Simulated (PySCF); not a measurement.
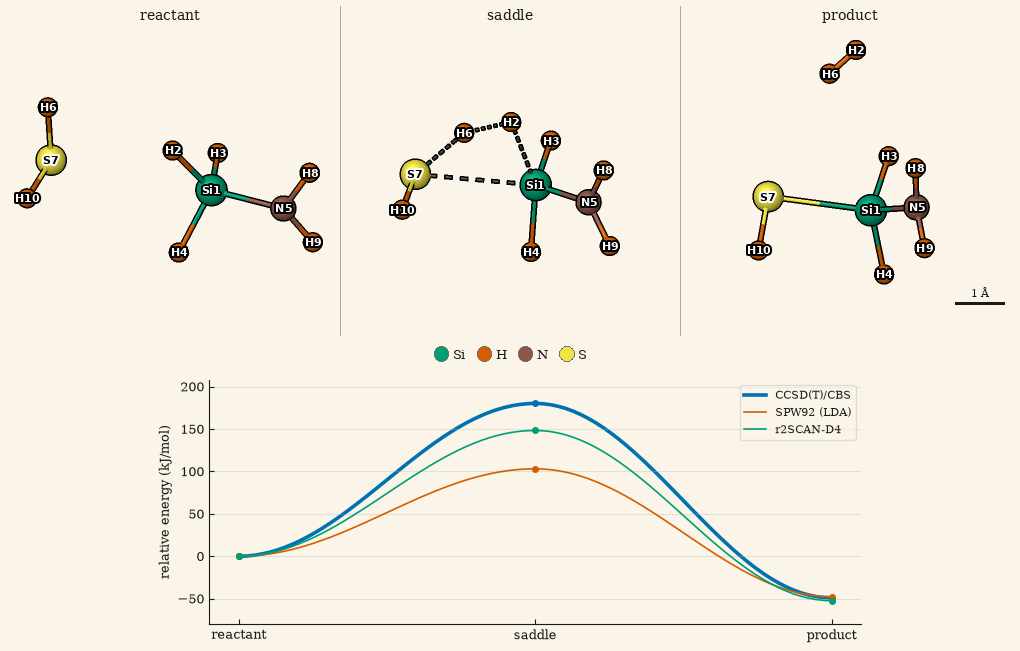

A reaction step of SiNH7S, with its energy diagram. A ball-and-stick model, seen from a free direction. Dashed sticks mark bonds that form or break.

Stationary points at PBE0-D4/def2-TZVP, single-point energies with CCSD(T)/CBS, SPW92 (LDA), r2SCAN-D4 (def2-TZVPP where no basis is named; PySCF 2.14.0). The energies are electronic, without zero-point or thermal terms, and both ends are the minima reached downhill from the saddle, with any fragments still in contact. CCSD(T)/CBS stands for a frozen-core estimate: MP2 correlation extrapolated from def2-TZVPP and def2-QZVPP, CCSD(T) minus MP2 from the smaller set.

### Describe the step and its energetics.

Counted by bonded pieces, the reactant holds H₂S + SiH₅N and the product holds H₂ + SiH₅SN. From the reactant over the saddle to the product, bonds form: Si1–S7 (3.63 → 2.52 → 2.15 Å), H2–H6 (3.12 → 1.07 → 0.75 Å). Bonds break: Si1–H2 (1.49 → 1.68 → 3.87 Å), H6–S7 (1.34 → 1.59 → 3.27 Å). The saddle has one imaginary mode, 1081i cm⁻¹. With CCSD(T)/CBS the barrier is 180.2 kJ/mol from the reactant and 229.2 kJ/mol from the product, and the product lies 49.1 kJ/mol below the reactant.

```csv
level,barrier from the reactant (kJ/mol),barrier from the product (kJ/mol),the product less the reactant (kJ/mol)
CCSD(T)/CBS,180.2,229.2,−49.1
SPW92 (LDA),103.1,150.9,−47.8
r2SCAN-D4,148.3,200.7,−52.4
```

Against CCSD(T)/CBS, r2SCAN-D4 comes closest on the barrier from the reactant (−31.9 kJ/mol) and SPW92 (LDA) misses most (−77.1 kJ/mol).

Limits of the set-up: the start holds two separate molecules, 3.1 Å apart at their closest, whose relative position is a soft coordinate.
